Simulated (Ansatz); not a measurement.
# CH8OSi2 (SMILES C[SiH2][SiH2]O): CAM-B3LYP/6-31G(d) (spherical functions)

What is the vertical ionisation energy of CH8OSi2 at CAM-B3LYP/6-31G* (spherical functions)? 

The calculation is run with Ansatz 0.2.0.

88 further runs of the same task are left out: 88 set aside as unsound or not needed. Runs told in other sessions of the task aren't counted.

## (1) The system as given

The species is CH8OSi2 (12 atoms), meant as a singlet with charge 0. As SMILES, `C[SiH2][SiH2]O`. The shape is that of a PBE0-D4/def2-TZVP optimisation. This is one conformer, not always the lowest.

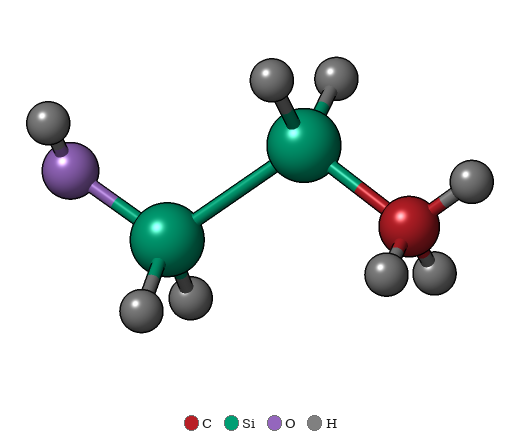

Viewed from a chosen angle; carbon red, silicon teal, oxygen purple, hydrogen grey.

## (2) The energy at CAM-B3LYP/6-31G(d) (spherical functions)

Contents of input.yaml:

```yaml
crystal:
  periodic: [false, false, false]
  atoms:
    - {symbol: C, position_ang: [-1.363900, 1.513800, -0.148900]}
    - {symbol: Si, position_ang: [-0.392800, 0.194400, 0.769900]}
    - {symbol: Si, position_ang: [0.929600, -1.075200, -0.697500]}
    - {symbol: O, position_ang: [1.869100, -2.191700, 0.084900]}
    - {symbol: H, position_ang: [-0.692800, 2.186400, -0.687200]}
    - {symbol: H, position_ang: [-1.958800, 2.110300, 0.546100]}
    - {symbol: H, position_ang: [-2.043300, 1.060200, -0.874000]}
    - {symbol: H, position_ang: [-1.318500, -0.701500, 1.520400]}
    - {symbol: H, position_ang: [0.506600, 0.832900, 1.777800]}
    - {symbol: H, position_ang: [1.768000, -0.141100, -1.510100]}
    - {symbol: H, position_ang: [0.088400, -1.859400, -1.638400]}
    - {symbol: H, position_ang: [2.426500, -1.874200, 0.796300]}
basis:
  gaussian: {orbitals: 6-31G_st_-spherical.json}
hamiltonian: {xc: {name: CAM-B3LYP}}
accuracy: high
output: {orbitals: {seedname: orbitals}}
```

The basis set 6-31G* is read from a file made from the Basis Set Exchange's data (not shown).

On the command line:

```
$ ansatz run input.yaml --threads 1 --pin off --max-ram 2610MiB --events-out events.jsonl --progress --plain --runs-dir runs
```

The program printed:

```text
Warning: RAYON_NUM_THREADS=1 ignored (pool sized by the plan → 1); use --threads N
Functional definition: CAM-B3LYP
  name "CAM-B3LYP"
  parameter alpha = 0.19
  parameter beta = 0.46
  parameter omega = 0.33/bohr
  parameter ac = 0.81
  exchange = (1 - alpha - beta)*b88_x + beta*b88_x_sr(omega) + alpha*exact_x + beta*exact_x_lr(omega)
  correlation = (1 - ac)*vwn5_c + ac*lyp_c
1893 factors; integrals over basis functions are off by at most 5.9e-9 eV
496 factors; integrals over basis functions are off by at most 2.0e-9 eV
mean field evaluation 1: about -18962.6603 eV, gradient 5.3e1 eV
mean field evaluation 2: about -18960.5815 eV, gradient 6.4e1 eV
mean field evaluation 4: about -18968.0252 eV, gradient 1.9e0 eV
mean field evaluation 8: about -18968.2369 eV, gradient 1.0e-1 eV
mean field evaluation 16: about -18968.2369 eV, gradient 9.2e-6 eV
mean field -18968.23691788 eV, -697.0698495992 hartree, gradient 6.0e-8 eV, S^2 0.000000; 0 other end points of the search recorded, 0 dependent functions left out
reference -18968.23693986 eV, -697.0698504069 hartree; 25, 25 occupied and 55, 55 virtual orbitals, 1893 factors
Total energy: -18968.23693986 eV, -697.0698504069 hartree
```

Wall time 5.7 s (1 thread of Intel Xeon 6975P-C (Granite Rapids), shared host); peak memory 0.33 GiB.

## (3) The doublet cation, same level

Contents of run.yaml:

```yaml
crystal:
  periodic: [false, false, false]
  atoms:
    - symbol: C
      position_ang: [-1.363900, 1.513800, -0.148900]
    - symbol: Si
      position_ang: [-0.392800, 0.194400, 0.769900]
    - symbol: Si
      position_ang: [0.929600, -1.075200, -0.697500]
    - symbol: O
      position_ang: [1.869100, -2.191700, 0.084900]
    - symbol: H
      position_ang: [-0.692800, 2.186400, -0.687200]
    - symbol: H
      position_ang: [-1.958800, 2.110300, 0.546100]
    - symbol: H
      position_ang: [-2.043300, 1.060200, -0.874000]
    - symbol: H
      position_ang: [-1.318500, -0.701500, 1.520400]
    - symbol: H
      position_ang: [0.506600, 0.832900, 1.777800]
    - symbol: H
      position_ang: [1.768000, -0.141100, -1.510100]
    - symbol: H
      position_ang: [0.088400, -1.859400, -1.638400]
    - symbol: H
      position_ang: [2.426500, -1.874200, 0.796300]
basis:
  gaussian:
    orbitals: 6-31G_st_-spherical.json
total_charge: 1
magnetization:
  spin_polarized: true
  initial_magnetization: 1
hamiltonian:
  xc: {name: CAM-B3LYP}
accuracy: high
output: {orbitals: {seedname: orbitals}}
```

The basis set 6-31G* is read from a file made from the Basis Set Exchange's data (not shown).

On the command line:

```
$ ansatz run run.yaml --threads 1 --pin off --max-ram 2610MiB --events-out events.jsonl --progress --plain --runs-dir runs
```

The program printed, cut to the lines that bear on the results:

```text
Warning: RAYON_NUM_THREADS=1 ignored (pool sized by the plan → 1); use --threads N
[... 2 set-up lines as earlier in the session ...]
[...]
1891 factors; integrals over basis functions are off by at most 5.9e-9 eV
496 factors; integrals over basis functions are off by at most 2.0e-9 eV
[...]
mean field -18958.62314973 eV, -696.7165501363 hartree, gradient 9.8e-8 eV, S^2 0.756062; 2 other end points of the search recorded, 0 dependent functions left out
reference -18958.62317097 eV, -696.7165509169 hartree; 25, 24 occupied and 55, 56 virtual orbitals, 1891 factors
Total energy: -18958.62317097 eV, -696.7165509169 hartree
```

It took 13 s on 1 thread of Intel Xeon 6975P-C (Granite Rapids), shared host; peak memory 0.49 GiB.

## (4) Results

Level: CAM-B3LYP/6-31G* (spherical functions).

```
                                          quantity          value
                     singlet CH8OSi2: total energy  -697.06985 Eh
                      singlet CH8OSi2: HOMO energy       -8.70 eV
                      singlet CH8OSi2: LUMO energy        0.94 eV
                    singlet CH8OSi2: HOMO–LUMO gap        9.64 eV
                      doublet cation: total energy  -696.71655 Eh
doublet cation: HOMO energy (highest over α and β)      -15.68 eV
 doublet cation: LUMO energy (lowest over α and β)      -10.51 eV
                              doublet cation: ⟨S²⟩          0.756
vertical ionisation energy (to the doublet cation)       9.614 eV
```

Removing an electron at fixed nuclei costs 9.61 eV (222 kcal/mol). −ε(HOMO) before ionisation, 8.70 eV, is 0.91 eV below this ionisation energy.
